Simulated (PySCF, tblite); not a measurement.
**C5H2F6: dynamics, then NMR shifts on frames, part 1 of 2**

How do NMR shifts of C5H2F6 (`C=C=C(C(F)(F)F)C(F)(F)F`) change as the atoms move?

Programs: tblite 0.8.0 and PySCF 2.14.0, with density-fitted response routines of our own. Each step states its level of theory. These are calculated values for one molecule in the gas phase, unless marked as measured. Atoms count from 0, in the outputs and in this text.

## 1. The molecule as given

13 atoms, charge 0, multiplicity 1; geometry from: GFN2-xTB.

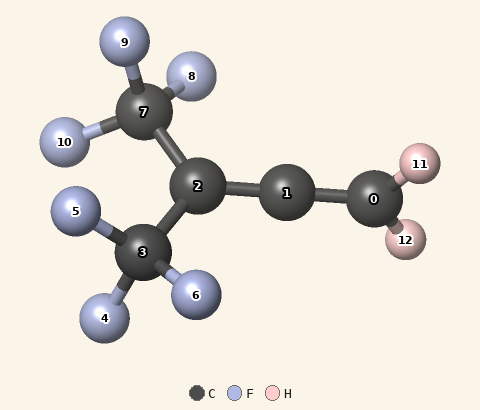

As it starts; carbon dark grey, fluorine light blue, hydrogen pink, atoms numbered; sticks join atoms by distance.

## 2. Dynamics with GFN2-xTB

What the job is given:

```
{"job": {"kind": "md", "xc": "GFN2-xTB", "basis": "xTB", "temperature": 600, "steps": 2000, "every": 50, "frames": 5}, "charge": 0, "multiplicity": 1}
C      2.397072     0.242206    -0.150330
C      1.121346     0.112712    -0.071078
C     -0.175544    -0.017436     0.009560
C     -0.825057    -1.351760     0.284395
F     -1.266661    -1.936836    -0.838395
F     -1.870681    -1.248957     1.106830
F      0.036664    -2.208100     0.845922
C     -1.106664     1.157238    -0.167205
F     -0.506720     2.161121    -0.817946
F     -1.516648     1.655782     1.008101
F     -2.202613     0.838037    -0.858220
H      2.993401     0.473603     0.716720
H      2.917717     0.122876    -1.086083
```

With the program's defaults for keys left out, this is: GFN2-xTB Langevin dynamics, gas phase.

On the command line:

```
$ OMP_NUM_THREADS=1 python probes_run.py task.json out
```

The driver reads the jobs from task.json and runs them one after another.

What it wrote:

```text
t/fs     T/K      E/eV
    0.0   500.1  -1090.19271
   25.0   367.9  -1089.75104
   50.0   424.2  -1089.38599
   75.0   385.4  -1089.68354
  100.0   311.7  -1089.51757
  125.0   554.9  -1089.44796
  150.0   507.8  -1089.52903
  175.0   389.5  -1089.42443
  200.0   469.0  -1089.47634
  225.0   415.8  -1089.37237
  250.0   517.8  -1089.56953
  275.0   447.3  -1089.43584
  300.0   572.8  -1089.64382
  325.0   432.4  -1089.29163
  350.0   626.6  -1089.38788
  375.0   684.5  -1089.42924
  400.0   853.7  -1089.41226
  425.0   595.8  -1089.06701
  450.0   741.8  -1088.99257
  475.0   586.2  -1089.10019
  500.0   509.5  -1089.34368
  525.0   485.6  -1089.52801
  550.0   643.6  -1089.71143
  575.0   636.1  -1089.42608
  600.0   587.1  -1089.42876
  625.0   584.3  -1089.26814
  650.0   654.1  -1089.42548
  675.0   428.1  -1089.36104
  700.0   529.1  -1089.43037
  725.0   377.6  -1089.29000
  750.0   586.8  -1089.77300
  775.0   508.2  -1089.41096
  800.0   546.9  -1089.42029
  825.0   328.9  -1089.14163
  850.0   493.1  -1089.54255
  875.0   530.0  -1089.61746
  900.0   445.2  -1089.49024
  925.0   455.0  -1089.75753
  950.0   461.2  -1089.62235
  975.0   500.4  -1089.55201
 1000.0   405.2  -1089.41402
```

Wall time 10 s (1 thread of Intel Xeon 6975P-C, shared host); peak memory 0.19 GiB.

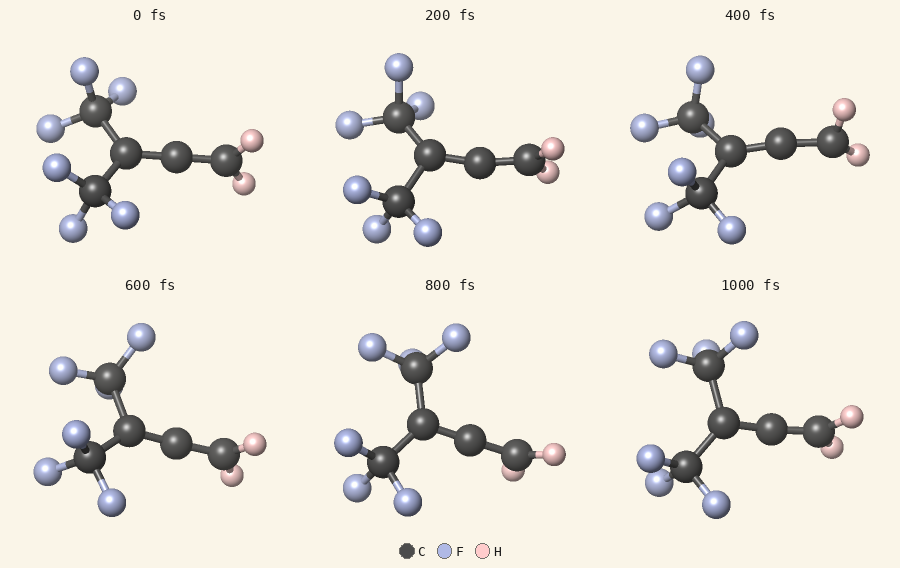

Frames of the run.

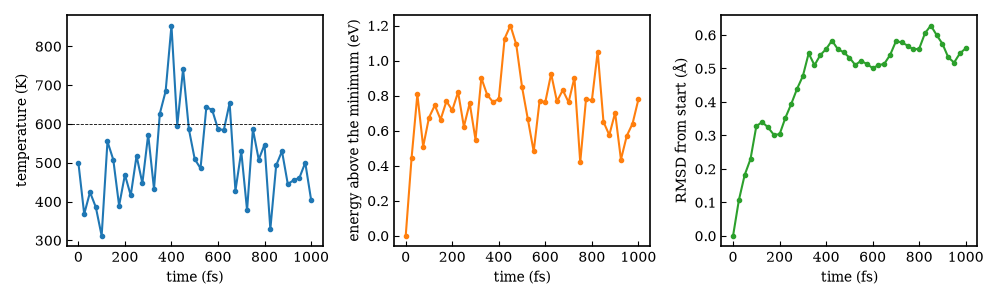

Temperature, potential energy and distance from the start.

Positions (Å) and forces (eV/Å) at 1000 fs:

```xyz
13

C     0.636   -0.426    0.248    6.177    1.441   -2.073
C    -0.571   -0.602    0.356   -3.347   -1.609    1.107
C    -1.803   -0.793    0.727   -1.396    1.487   -0.324
C    -2.606   -2.033    0.421    0.537   -0.372    1.619
F    -3.254   -2.004   -0.734    0.471   -0.177   -0.204
F    -3.525   -2.397    1.336   -0.036    0.598   -0.005
F    -1.701   -3.046    0.518   -0.346   -0.089   -0.986
C    -2.391    0.575    1.145    0.282   -0.798   -1.219
F    -2.506    1.441    0.094    0.318   -0.288    0.453
F    -1.583    1.124    2.046    0.063    0.384    0.066
F    -3.576    0.477    1.653   -1.334   -0.020    0.719
H     1.438   -0.266    1.015   -1.071   -0.614   -0.735
H     1.015   -0.278   -0.829   -0.319    0.059    1.583
```

## 3. NMR shieldings: 250 fs, PBE0/pcSseg-1

What the job is given:

```
{"job": {"kind": "nmr", "xc": "PBE0", "basis": "pcSseg-1", "pop": false}, "charge": 0, "multiplicity": 1}
C      1.927100     0.449200     0.410000
C      0.648100     0.319400     0.591100
C     -0.625200     0.102500     0.350600
C     -1.108100    -1.349500     0.268400
F     -1.439300    -1.615400    -1.006900
F     -2.130500    -1.613900     1.034900
F     -0.194300    -2.291400     0.487100
C     -1.510800     1.273300     0.101600
F     -1.069900     1.853900    -1.006000
F     -1.607400     2.092600     1.115700
F     -2.796700     0.767300    -0.138400
H      2.423400     0.631400     1.277300
H      2.329400     0.464100    -0.569500
```

Method: GIAO PBE0/pcSseg-1 NMR shielding, non-relativistic, gas phase.

What it wrote:

```text
coarse grid: 13192 points
cycle   1  E = -789.4982900794  dE =  2.154e+00  |g| = 1.254e+00  |ddm| = 3.687e+00
cycle   2  E = -789.1350213239  dE =  3.633e-01  |g| = 1.993e+00  |ddm| = 2.024e+00
cycle   3  E = -789.7602191157  dE = -6.252e-01  |g| = 1.628e-01  |ddm| = 1.429e+00
cycle   4  E = -789.7649459398  dE = -4.727e-03  |g| = 8.569e-02  |ddm| = 2.194e-01
cycle   5  E = -789.7667125959  dE = -1.767e-03  |g| = 1.845e-02  |ddm| = 8.103e-02
cycle   6  E = -789.7667853420  dE = -7.275e-05  |g| = 3.443e-03  |ddm| = 1.884e-02
cycle   7  E = -789.7667873345  dE = -1.993e-06  |g| = 1.603e-03  |ddm| = 4.396e-03
final grid: 136408 points
cycle   8  E = -789.8698424231  dE = -6.127e-05  |g| = 7.698e-03  |ddm| = 3.727e-02
cycle   9  E = -789.8698322724  dE =  1.015e-05  |g| = 1.131e-02  |ddm| = 1.700e-02
cycle  10  E = -789.8698538021  dE = -2.153e-05  |g| = 1.034e-03  |ddm| = 9.588e-03
cycle  11  E = -789.8698539966  dE = -1.945e-07  |g| = 4.227e-04  |ddm| = 1.011e-03
cycle  12  E = -789.8698540362  dE = -3.962e-08  |g| = 1.411e-04  |ddm| = 4.328e-04
cycle  13  E = -789.8698540407  dE = -4.517e-09  |g| = 2.872e-05  |ddm| = 1.414e-04
cycle  14  E = -789.8698540408  dE = -1.212e-10  |g| = 1.033e-05  |ddm| = 2.665e-05
converged SCF energy = -789.8698540408

GIAO shielding tensors (ppm)
atom      isotropic    diamagn.    paramagn.     s11        s22        s33       span
  0 C       95.549     260.884    -165.335    -18.880    133.090    172.437    191.318
  1 C      -49.228     265.977    -315.205    -68.423    -58.968    -20.291     48.132
  2 C       75.313     267.400    -192.086     -7.726    106.756    126.910    134.636
  3 C       58.473     236.235    -177.763     50.471     60.414     64.533     14.063
  4 F      233.365     474.652    -241.287    154.700    213.199    332.197    177.497
  5 F      254.717     469.618    -214.901    189.668    256.779    317.703    128.034
  6 F      249.842     474.110    -224.267    176.564    234.136    338.827    162.263
  7 C       56.174     241.987    -185.813     44.019     61.106     63.396     19.377
  8 F      235.010     474.857    -239.847    173.377    221.196    310.456    137.079
  9 F      246.046     470.904    -224.857    188.271    240.167    309.701    121.430
 10 F      232.494     472.796    -240.302    134.948    207.103    355.431    220.484
 11 H       26.966      30.173      -3.207     22.983     26.295     31.621      8.638
 12 H       25.553      32.224      -6.671     22.800     24.756     29.103      6.303
```

Wall time 22 s (1 thread of Intel Xeon 6975P-C, shared host); peak memory 0.86 GiB.

Shifts follow as δ = σ(reference) − σ, with reference shieldings (ppm) from runs at the same level and on the same kind of geometry: 1H TMS 31.72, 13C TMS 186.9, 19F CFCl3 170.9. The references are single molecules in the gas phase, so shifts against H2O, NH3, PH3, H3PO4 or CFCl3 are not on the usual liquid scales and can be off by tens of ppm. Each atom is listed at this fixed geometry, with no averaging over motion; a spectrum would average atoms that exchange fast.

```tsv
atoms	environment	σ (ppm)	δ (ppm)
C1	central carbon of an allene	-49.2	236.2
C7	CF3 carbon	56.2	130.8
C3	CF3 carbon	58.5	128.5
C2	terminal carbon of a cumulated C=C=C unit	75.3	111.6
C0	terminal carbon of a cumulated C=C=C unit	95.5	91.4
H12	hydrogen on a terminal carbon of a cumulated C=C=C unit	25.55	6.16
H11	hydrogen on a terminal carbon of a cumulated C=C=C unit	26.97	4.75
F10	fluorine of a CF3 group	232.5	-61.5
F4	fluorine of a CF3 group	233.4	-62.4
F8	fluorine of a CF3 group	235.0	-64.1
F9	fluorine of a CF3 group	246.0	-75.1
F6	fluorine of a CF3 group	249.8	-78.9
F5	fluorine of a CF3 group	254.7	-83.8
```

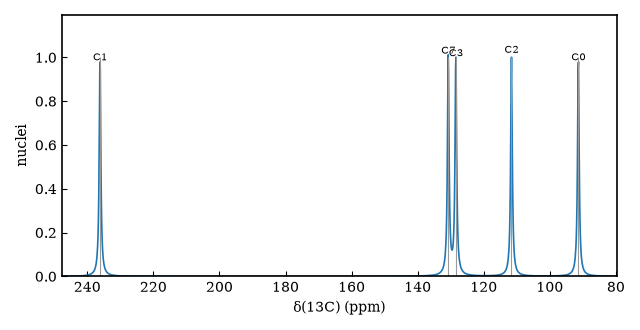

13C lines at the computed shifts, without couplings. Lines are broadened to a width of 0.58 ppm (Lorentzian).

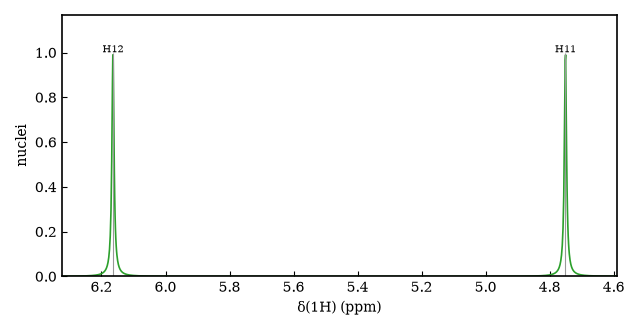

1H lines at the computed shifts, without couplings. Lines are broadened to a width of 0.01 ppm (Lorentzian).

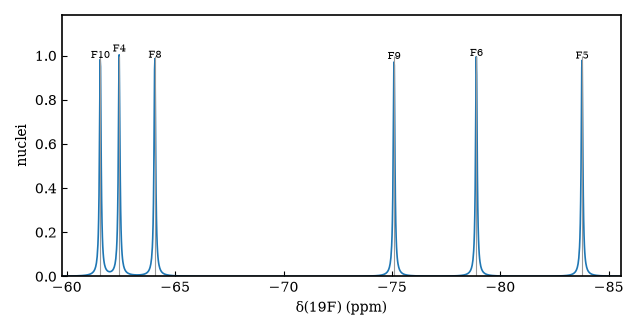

19F lines at the computed shifts, without couplings. Lines are broadened to a width of 0.09 ppm (Lorentzian).

## 4. Shielding tensors: 425 fs, PBE0/pcSseg-1

What the job is given:

```
{"job": {"kind": "nmr", "xc": "PBE0", "basis": "pcSseg-1", "pop": false}, "charge": 0, "multiplicity": 1}
C      1.650400     0.354200     0.631100
C      0.514700    -0.115400     0.483600
C     -0.835800    -0.306800     0.483100
C     -1.398900    -1.658000     0.757400
F     -2.470300    -1.839900    -0.066000
F     -1.767200    -1.557700     2.048600
F     -0.548500    -2.616400     0.557700
C     -1.932400     0.760800     0.197700
F     -1.585900     1.231800    -0.946000
F     -1.928700     1.747300     1.080400
F     -3.316300     0.386300     0.171300
H      2.067600     0.539000     1.640700
H      2.249600     0.524700    -0.298600
```

Method: GIAO PBE0/pcSseg-1 NMR shielding, non-relativistic, gas phase.

What it wrote:

```text
coarse grid: 13192 points
cycle   1  E = -789.4769812549  dE =  2.073e+00  |g| = 1.254e+00  |ddm| = 3.773e+00
cycle   2  E = -789.0980468439  dE =  3.789e-01  |g| = 2.020e+00  |ddm| = 2.009e+00
cycle   3  E = -789.7382202603  dE = -6.402e-01  |g| = 1.772e-01  |ddm| = 1.416e+00
cycle   4  E = -789.7436460492  dE = -5.426e-03  |g| = 9.608e-02  |ddm| = 2.278e-01
cycle   5  E = -789.7458000788  dE = -2.154e-03  |g| = 2.018e-02  |ddm| = 8.718e-02
cycle   6  E = -789.7458843090  dE = -8.423e-05  |g| = 5.655e-03  |ddm| = 2.178e-02
cycle   7  E = -789.7458904488  dE = -6.140e-06  |g| = 1.779e-03  |ddm| = 5.938e-03
final grid: 136408 points
cycle   8  E = -789.8486816060  dE = -5.475e-05  |g| = 7.771e-03  |ddm| = 3.637e-02
cycle   9  E = -789.8486684203  dE =  1.319e-05  |g| = 1.208e-02  |ddm| = 1.566e-02
cycle  10  E = -789.8486930533  dE = -2.463e-05  |g| = 8.290e-04  |ddm| = 8.824e-03
cycle  11  E = -789.8486931730  dE = -1.197e-07  |g| = 3.873e-04  |ddm| = 8.113e-04
cycle  12  E = -789.8486932047  dE = -3.173e-08  |g| = 1.401e-04  |ddm| = 3.863e-04
cycle  13  E = -789.8486932091  dE = -4.449e-09  |g| = 4.259e-05  |ddm| = 1.530e-04
cycle  14  E = -789.8486932095  dE = -3.365e-10  |g| = 1.225e-05  |ddm| = 4.026e-05
converged SCF energy = -789.8486932095

GIAO shielding tensors (ppm)
atom      isotropic    diamagn.    paramagn.     s11        s22        s33       span
  0 C       91.504     261.248    -169.744    -13.697    125.201    163.009    176.706
  1 C      -31.155     262.058    -293.214    -59.566    -31.293     -2.606     56.960
  2 C       69.941     267.265    -197.324      8.807     77.680    123.338    114.531
  3 C       57.810     246.649    -188.838     47.312     61.053     65.066     17.754
  4 F      242.951     472.438    -229.487    162.390    235.998    330.466    168.076
  5 F      232.968     472.143    -239.175    158.069    229.273    311.563    153.494
  6 F      274.289     473.063    -198.774    214.314    280.694    327.859    113.545
  7 C       50.501     240.261    -189.760     37.694     47.251     66.557     28.863
  8 F      229.594     476.876    -247.282    169.045    231.455    288.282    119.237
  9 F      238.793     472.318    -233.525    167.899    231.049    317.431    149.531
 10 F      189.908     471.449    -281.541     81.879    131.377    356.469    274.590
 11 H       24.729      28.113      -3.385     22.835     23.120     28.231      5.397
 12 H       24.721      28.966      -4.246     22.228     23.039     28.894      6.665
```

Run time: 21 s. Hardware: 1 thread of Intel Xeon 6975P-C, shared host; peak memory 0.89 GiB.

This run: δ C1 218.1, C7 136.4, C3 129.1, C2 117.0, H12 7.00, H11 6.99 ppm.

(Continued in part 2 of 2.)
